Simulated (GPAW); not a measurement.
# A 5-layer slab of Cr(111) in an electric field

How does a 5-layer slab of Cr(111) screen a perpendicular field?

Program: GPAW 26.7.0. Level of theory: GPAW, PAW setups; slab in vacuum. Results are calculated unless marked as measured.

## (1) The structure

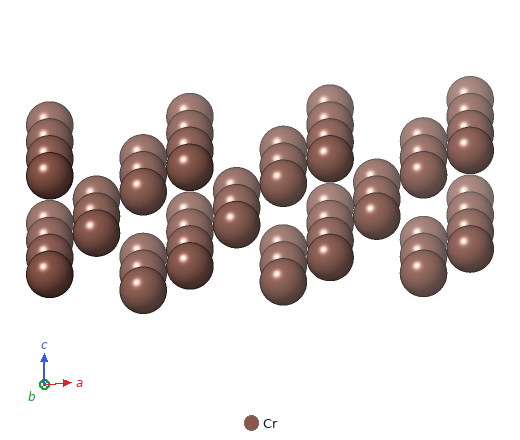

The cell as given, nearly edge on (chromium brown). 3×3×1 cells are drawn. Some periodic images of atoms are drawn too.

The cell holds 5 atoms: 5 Cr. Its edges and angles: a = 4.073 Å, b = 4.073 Å, c = 21.326 Å, α = 90.0°, β = 90.0°, γ = 60.0°. Vacuum lies along c.

Structure file:

```cif
data_structure
_symmetry_space_group_name_H-M 'P 1'
_symmetry_Int_Tables_number 1
_cell_length_a 4.0729
_cell_length_b 4.0729
_cell_length_c 21.3255
_cell_angle_alpha 90.000
_cell_angle_beta 90.000
_cell_angle_gamma 60.000
_cell_volume 306.37
loop_
_atom_site_label
_atom_site_type_symbol
_atom_site_fract_x
_atom_site_fract_y
_atom_site_fract_z
_atom_site_occupancy
Cr1 Cr 0.66667 0.66667 0.42203 1
Cr2 Cr 0.00000 0.00000 0.46101 1
Cr3 Cr 0.33333 0.33333 0.50000 1
Cr4 Cr 0.66667 0.66667 0.53899 1
Cr5 Cr 0.00000 0.00000 0.57797 1
```

## (2) Relaxing the atoms

Forces are removed first; all later runs use this geometry. The lowest 2 atoms are held at bulk positions and keep their forces.

Input file run.py:

```python
import json
import numpy as np
from ase import Atoms
from ase.constraints import FixAtoms
from ase.optimize import BFGS
from gpaw import GPAW, PW

slab = Atoms(
    ['Cr', 'Cr', 'Cr', 'Cr', 'Cr'],
    positions=[
        [4.07294, 2.35151, 9.00000],
        [0.00000, 0.00000, 9.83138],
        [2.03647, 1.17576, 10.66277],
        [4.07294, 2.35151, 11.49415],
        [0.00000, 0.00000, 12.32554]],
    cell=[[4.07294, 0.0, 0.0], [2.03647, 3.52727, 0.0], [0.0, 0.0, 21.32554]],
    pbc=[True, True, False])

slab.calc = GPAW(mode=PW(400), xc='PBE', kpts={'size': (9, 9, 1), 'gamma': True},
                 occupations={'name': 'fermi-dirac', 'width': 0.1}, nbands='140%',
                 convergence={'density': 0.0001}, maxiter=200,
                 poissonsolver={'dipolelayer': 'xy'},
                 symmetry={'tolerance': 1e-3, 'extra_ids': [1, 1, 0, 0, 0]}, txt='slab.txt')
result = {}
slab.set_constraint(FixAtoms([0, 1]))
path = []
opt = BFGS(slab, maxstep=0.2)
opt.attach(lambda: path.append((slab.get_potential_energy(), slab.positions.tolist(), slab.get_forces().tolist())))
result['relaxed'] = bool(opt.run(fmax=0.05, steps=30))
result['path'] = path
energy = slab.get_potential_energy()
fermi = slab.calc.get_fermi_level()
v = slab.calc.get_electrostatic_potential().mean((0, 1)) - fermi
n = slab.calc.get_pseudo_density().mean((0, 1))
L = slab.cell[2, 2]
z = np.arange(len(v)) * L / len(v)
low, high = slab.positions[:, 2].min(), slab.positions[:, 2].max()
below, above = np.interp([low - 6.8, high + 6.8], z, v)
slopes = [np.interp(x, z, np.gradient(v, z)) for x in (low - 6.8, high + 6.8)]
eps = np.array([[slab.calc.get_eigenvalues(k, s) for k in range(len(slab.calc.get_ibz_k_points()))]
                for s in range(slab.calc.get_number_of_spins())]) - fermi
top, bottom = eps[eps < 0].max(), eps[eps > 0].min()
dipole = slab.get_dipole_moment()[2]
print(f'energy {energy:.4f} eV, Fermi level {fermi:.4f} eV, dipole {dipole:.5f} e A')
print(f'potential 6.8 A off the faces, from the Fermi level: lower {below:.4f} eV, upper {above:.4f} eV')
print(f'slope of the potential there: lower {slopes[0]:.5f}, upper {slopes[1]:.5f} eV/A')
print(f'nearest levels on the mesh: {top:.4f} and {bottom:.4f} eV')
print('magnetic moment', round(slab.get_magnetic_moment(), 3))
result.update(energy=energy, fermi=fermi, dipole=dipole, below=below, above=above, slopes=slopes, edges=[top, bottom],
              z=z.tolist(), v=v.tolist(), n=n.tolist(), positions=slab.positions.tolist(),
              forces=slab.get_forces(apply_constraint=False).tolist(), moments=slab.get_magnetic_moments().tolist())
json.dump(result, open('result.json', 'w'))
```

Started as:

```console
$ OMP_NUM_THREADS=1 OPENBLAS_NUM_THREADS=1 python run.py
```

The program printed:

```text
Step          Energy          fmax
BFGS:    0      -40.087705        2.237285
BFGS:    1      -40.177001        2.133878
BFGS:    2      -40.659303        1.244718
BFGS:    3      -40.914077        1.016061
BFGS:    4      -40.942168        0.744082
BFGS:    5      -40.972850        0.683943
BFGS:    6      -41.014094        0.585197
BFGS:    7      -41.022660        0.491162
BFGS:    8      -41.036093        0.343934
BFGS:    9      -41.044237        0.289419
BFGS:   10      -41.048109        0.090373
BFGS:   11      -41.048434        0.009569
energy -40.9372 eV, Fermi level -0.8822 eV, dipole -0.00813 e A
potential 6.8 A off the faces, from the Fermi level: lower 3.7709 eV, upper 3.8797 eV
slope of the potential there: lower -0.00014, upper 0.00019 eV/A
nearest levels on the mesh: -0.0255 and 0.0219 eV
magnetic moment 0.0
```

Elapsed: 6.2 min, on 1 thread of Intel Xeon Platinum 8375C at 2.90GHz (Ice Lake), shared host; peak memory 0.23 GiB.

This run has no spin polarisation, although Cr can carry a moment.

Step by step:

```
step  energy less that of the first step (eV)  largest force (eV/Å)
   1                                   0.0000                2.2373
   2                                  -0.0921                2.1339
   3                                  -0.5899                1.2447
   4                                  -0.8567                1.0161
   5                                  -0.8875                0.7441
   6                                  -0.9186                0.6839
   7                                  -0.9566                0.5852
   8                                  -0.9639                0.4912
   9                                  -0.9760                0.3439
  10                                  -0.9842                0.2894
  11                                  -0.9886                0.0904
  12                                  -0.9890                0.0096
```

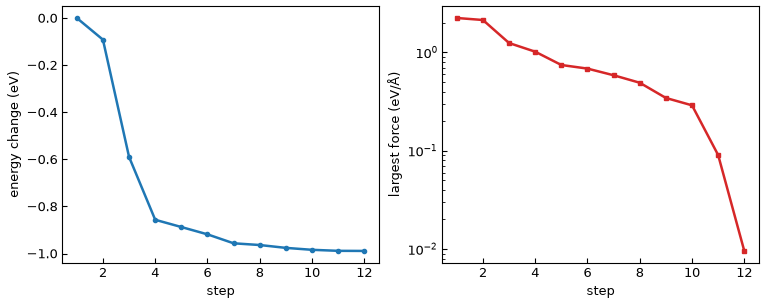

Energy and largest force along the relaxation.

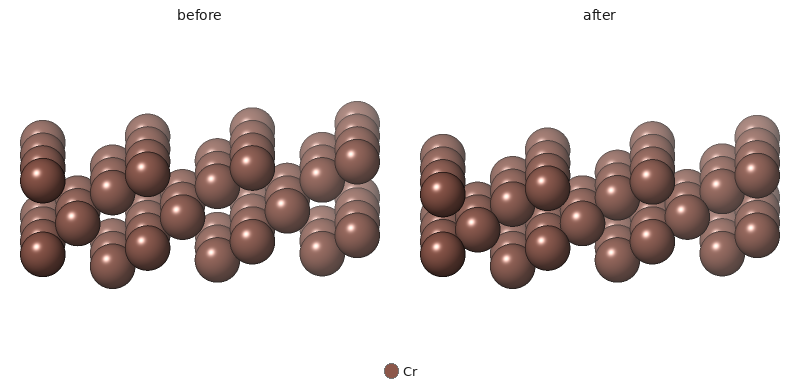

The structure before and after the relaxation, drawn at the same scale.

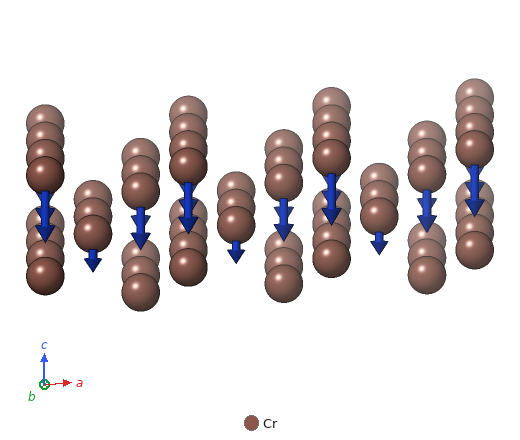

Displacements in the relaxation, exaggerated; the longest in the cell stands for 0.47 Å. 3×3×1 cells are drawn. Some periodic images of atoms are drawn too.

The atoms that moved most (Å):

```csv
atom,dx,dy,dz,length
Cr5,0.000,0.000,-0.470,0.470
Cr4,0.000,0.000,-0.390,0.390
Cr3,0.000,0.000,-0.211,0.211
```

The relaxed structure:

```xyz
5
Lattice="4.0729 0.0000 0.0000 2.0365 3.5273 0.0000 0.0000 0.0000 21.3255" Properties=species:S:1:pos:R:3
Cr    4.0729    2.3515    9.0000
Cr    0.0000    0.0000    9.8314
Cr    2.0365    1.1758   10.4516
Cr    4.0729    2.3515   11.1042
Cr    0.0000    0.0000   11.8553
```

This step gave:

| Quantity | Value |
| --- | --- |
| dipole along the normal | -0.008130 e·Å |
| levels nearest the Fermi level on the mesh | -0.02553, 0.02192 eV from the Fermi level |
| upper work function | 3.880 eV |
| lower work function | 3.771 eV |

Table of electrostatic potential energy of an electron (without an applied field's), less the Fermi level, planar mean by z:

| z (Å) | electrostatic potential energy of an electron (without an applied field's), less the Fermi level, planar mean (eV) |
| --- | --- |
| 0 | 3.83 |
| 1 | 3.77 |
| 2 | 3.77 |
| 3 | 3.77 |
| 4 | 3.77 |
| 5 | 3.77 |
| 6 | 3.75 |
| 7 | 3.56 |
| 8 | 1.75 |
| 9 | -9.21 |
| 10 | -14.0 |
| 11 | -13.8 |
| 12 | -8.19 |
| 13 | 2.39 |
| 14 | 3.73 |
| 15 | 3.86 |
| 16 | 3.88 |
| 17 | 3.88 |
| 18 | 3.88 |
| 19 | 3.88 |
| 20 | 3.88 |
| 21 | 3.87 |

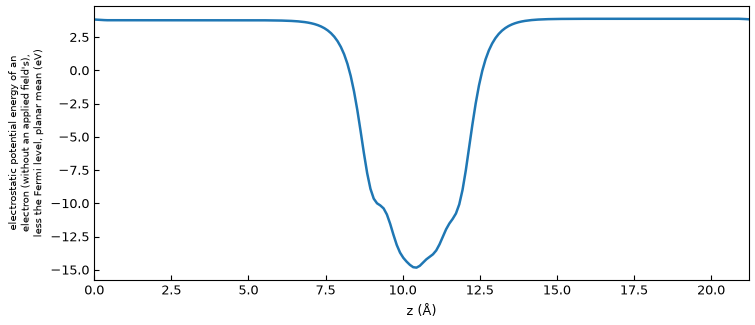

Electrostatic potential energy of an electron (without an applied field's), less the Fermi level, planar mean, plotted against z.

The pseudo valence density, planar mean by z:

```
z (Å)  pseudo valence density, planar mean (e/Å³)
    4                                      6.4e-6
    6                                      6.3e-4
    8                                      0.0624
   10                                       0.600
   12                                       0.405
   14                                     0.00452
   16                                      4.1e-5
```

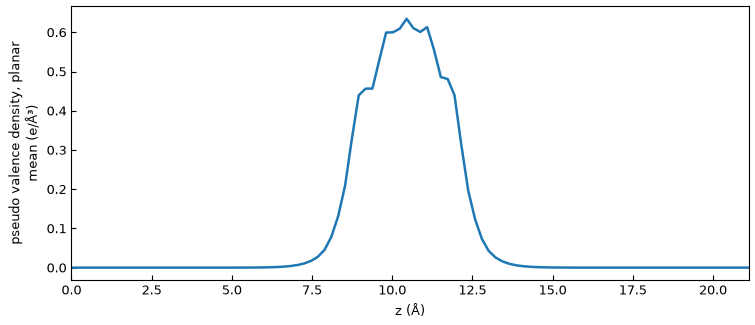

Pseudo valence density, planar mean against z.

The relaxation lowered the energy of the cell by 0.989 eV (energies extrapolated to zero smearing; the optimiser's log prints free energies). The largest force left on a free atom is 0.0096 eV/Å.

## (3) Plane waves, PBE

The work function is the vacuum plateau of the electrostatic potential less the Fermi level; a dipole layer lets the two faces have plateaus of their own.

run.py: that of step 2 with these lines changed.

```diff
@@ -3,4 +3,2 @@
 from ase import Atoms
-from ase.constraints import FixAtoms
-from ase.optimize import BFGS
 from gpaw import GPAW, PW
@@ -12,5 +10,5 @@
         [0.00000, 0.00000, 9.83138],
-        [2.03647, 1.17576, 10.66277],
-        [4.07294, 2.35151, 11.49415],
-        [0.00000, 0.00000, 12.32554]],
+        [2.03647, 1.17576, 10.45158],
+        [4.07294, 2.35151, 11.10419],
+        [-0.00000, 0.00000, 11.85534]],
     cell=[[4.07294, 0.0, 0.0], [2.03647, 3.52727, 0.0], [0.0, 0.0, 21.32554]],
@@ -20,12 +18,6 @@
                  occupations={'name': 'fermi-dirac', 'width': 0.1}, nbands='140%',
-                 convergence={'density': 0.0001}, maxiter=200,
+                 convergence={'density': 1e-05}, maxiter=200,
                  poissonsolver={'dipolelayer': 'xy'},
-                 symmetry={'tolerance': 1e-3, 'extra_ids': [1, 1, 0, 0, 0]}, txt='slab.txt')
+                 symmetry={'tolerance': 1e-3}, txt='slab.txt')
 result = {}
-slab.set_constraint(FixAtoms([0, 1]))
-path = []
-opt = BFGS(slab, maxstep=0.2)
-opt.attach(lambda: path.append((slab.get_potential_energy(), slab.positions.tolist(), slab.get_forces().tolist())))
-result['relaxed'] = bool(opt.run(fmax=0.05, steps=30))
-result['path'] = path
 energy = slab.get_potential_energy()
```

The program printed:

```text
energy -40.9372 eV, Fermi level -0.8823 eV, dipole -0.00808 e A
potential 6.8 A off the faces, from the Fermi level: lower 3.7710 eV, upper 3.8799 eV
slope of the potential there: lower -0.00015, upper 0.00020 eV/A
nearest levels on the mesh: -0.0255 and 0.0219 eV
magnetic moment 0.0
```

Wall time 40 s (1 thread); peak memory 0.23 GiB.

Numbers from this step:

```
dipole along the normal                    : -0.008081 e·Å
levels nearest the Fermi level on the mesh : -0.02552, 0.02195 eV from the Fermi level
```

Electrostatic potential energy of an electron (without an applied field's), less the Fermi level, planar mean against z:

```csv
z (Å),"electrostatic potential energy of an electron (without an applied field's), less the Fermi level, planar mean (eV)"
0,3.83
2,3.77
4,3.77
6,3.75
8,1.75
10,-14.0
12,-8.19
14,3.73
16,3.88
18,3.88
20,3.88
```

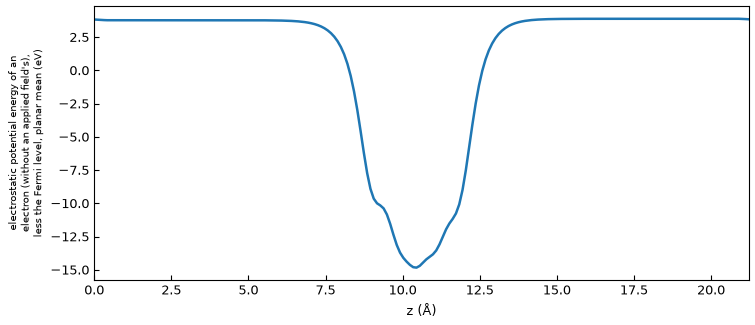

Electrostatic potential energy of an electron (without an applied field's), less the Fermi level, planar mean against z.

The pseudo valence density, planar mean by z:

| z (Å) | pseudo valence density, planar mean (e/Å³) |
| --- | --- |
| 4 | 6.4e-6 |
| 6 | 6.3e-4 |
| 8 | 0.0624 |
| 10 | 0.600 |
| 12 | 0.405 |
| 14 | 0.00452 |
| 16 | 4.1e-5 |

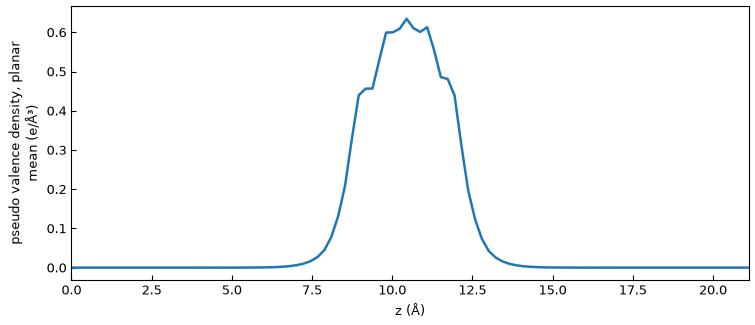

Pseudo valence density, planar mean, plotted against z.

Force by atom:

```csv
atom,x (eV/Å),y (eV/Å),z (eV/Å),size
Cr1,0.00,0.00,1.01,1.01
Cr2,0.00,0.00,-1.01,1.01
Cr3,0.00,0.00,0.01,0.01
Cr4,0.00,0.00,0.00,0.00
Cr5,0.00,0.00,-0.01,0.01
```

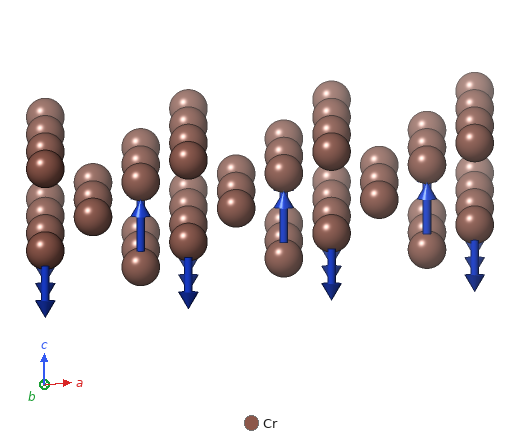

Force as arrows, the longest 1.01 eV/Å. 3×3×1 cells are drawn. Some periodic images of atoms are drawn too.

The potential is flat to 2.0e-4 eV/Å where it is read, so the vacuum is wide enough.

## (4) In a field

A uniform field along the normal polarises the slab; the atoms stay fixed, so this is the electronic response alone.

run.py: that of step 3 with these lines changed.

```diff
@@ -4,2 +4,3 @@
 from gpaw import GPAW, PW
+from gpaw.external import ConstantElectricField
 
@@ -20,2 +21,3 @@
                  poissonsolver={'dipolelayer': 'xy'},
+                 external=ConstantElectricField(-0.2, [0, 0, 1]),
                  symmetry={'tolerance': 1e-3}, txt='slab.txt')
```

The program printed:

```text
energy -40.9483 eV, Fermi level -0.8505 eV, dipole -0.10442 e A
potential 6.8 A off the faces, from the Fermi level: lower 3.1241 eV, upper 4.4393 eV
slope of the potential there: lower -0.00014, upper 0.00022 eV/A
nearest levels on the mesh: -0.0262 and 0.0230 eV
magnetic moment 0.0
```

Wall time 2.8 min (1 thread); peak memory 0.34 GiB.

This step gave:

```yaml
dipole_along_the_normal: -0.1044 e·Å
levels_nearest_the_fermi_level_on_the_mesh: -0.02624, 0.02300 eV from the Fermi level
potential_below_the_slab_the_applied_field_s_own_ramp_left_out: 3.124 eV from the Fermi level
potential_above_the_slab_the_applied_field_s_own_ramp_left_out: 4.439 eV from the Fermi level
```

The electrostatic potential energy of an electron (without an applied field's), less the Fermi level, planar mean by z:

```csv
z (Å),"electrostatic potential energy of an electron (without an applied field's), less the Fermi level, planar mean (eV)"
0,3.78
1,3.12
2,3.12
3,3.12
4,3.12
5,3.12
6,3.11
7,2.94
8,1.22
9,-9.54
10,-14.1
11,-13.7
12,-7.92
13,2.85
14,4.27
15,4.42
16,4.44
17,4.44
18,4.44
19,4.44
20,4.44
21,4.33
```

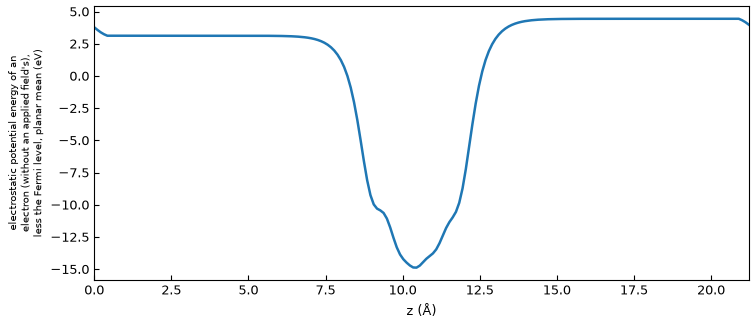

Electrostatic potential energy of an electron (without an applied field's), less the Fermi level, planar mean, plotted against z.

Force by atom:

```
atom  x (eV/Å)  y (eV/Å)  z (eV/Å)   size
 Cr1     0.000     0.000     0.987  0.987
 Cr2     0.000     0.000    -0.987  0.987
 Cr3     0.000     0.000     0.020  0.020
 Cr4     0.000     0.000     0.011  0.011
 Cr5     0.000     0.000    -0.031  0.031
```

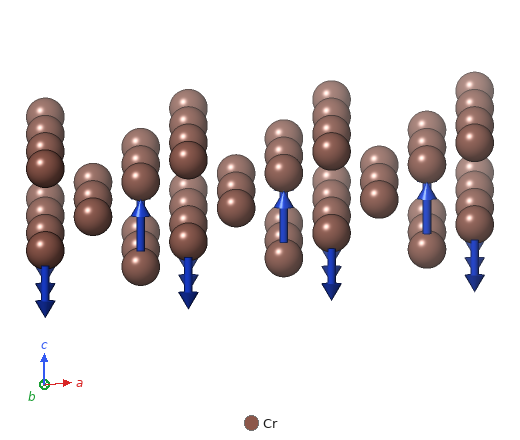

Force as arrows, the longest 0.987 eV/Å. 3×3×1 cells are drawn. Some periodic images of atoms are drawn too.

The dipole is now -0.104 e Å, against -0.0081 in the run without a field.

## (5) In a field

run.py: that of step 4 with these lines changed.

```diff
@@ -21,3 +21,3 @@
                  poissonsolver={'dipolelayer': 'xy'},
-                 external=ConstantElectricField(-0.2, [0, 0, 1]),
+                 external=ConstantElectricField(-0.1, [0, 0, 1]),
                  symmetry={'tolerance': 1e-3}, txt='slab.txt')
```

The program printed:

```text
energy -40.9403 eV, Fermi level -0.8651 eV, dipole -0.05652 e A
potential 6.8 A off the faces, from the Fermi level: lower 3.4458 eV, upper 4.1577 eV
slope of the potential there: lower -0.00015, upper 0.00021 eV/A
nearest levels on the mesh: -0.0258 and 0.0224 eV
magnetic moment 0.0
```

Run time: 3 min. Hardware: 1 thread; peak memory 0.34 GiB.

Numbers from this step:

| Property | Result |
| --- | --- |
| dipole along the normal | -0.05652 e·Å |
| levels nearest the Fermi level on the mesh | -0.02582, 0.02243 eV from the Fermi level |
| potential below the slab, the applied field's own ramp left out | 3.446 eV from the Fermi level |
| potential above the slab, the applied field's own ramp left out | 4.158 eV from the Fermi level |

Table of electrostatic potential energy of an electron (without an applied field's), less the Fermi level, planar mean by z:

```csv
z (Å),"electrostatic potential energy of an electron (without an applied field's), less the Fermi level, planar mean (eV)"
0,3.80
2,3.45
4,3.45
6,3.43
8,1.48
10,-14.1
12,-8.06
14,4.00
16,4.16
18,4.16
20,4.16
```

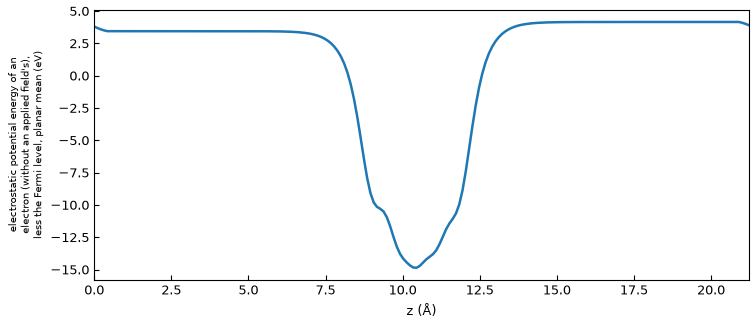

Electrostatic potential energy of an electron (without an applied field's), less the Fermi level, planar mean against z.

Force by atom:

| atom | x (eV/Å) | y (eV/Å) | z (eV/Å) | size |
| --- | --- | --- | --- | --- |
| Cr1 | 0.00 | 0.00 | 1.00 | 1.00 |
| Cr2 | 0.00 | 0.00 | -1.00 | 1.00 |
| Cr3 | 0.00 | 0.00 | 0.01 | 0.01 |
| Cr4 | 0.00 | 0.00 | 0.00 | 0.00 |
| Cr5 | 0.00 | 0.00 | -0.02 | 0.02 |

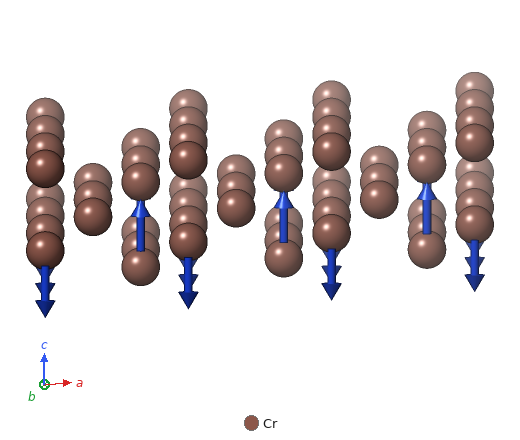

Force as arrows, the longest 1.00 eV/Å. 3×3×1 cells are drawn. Some periodic images of atoms are drawn too.

The dipole is now -0.0565 e Å, against -0.0081 in the run without a field.

(Part 1 of 2 ends here.)

[Logs are printed without paths, hosts, clocks, repeated set-up lines and the standing remarks that a program may print on its own settings, such as how far it seeks lower states.]

[Hosts, paths, dates, database ids (printed as entryN), source tags and the programs' standing remarks are cut or masked in the printed files.]
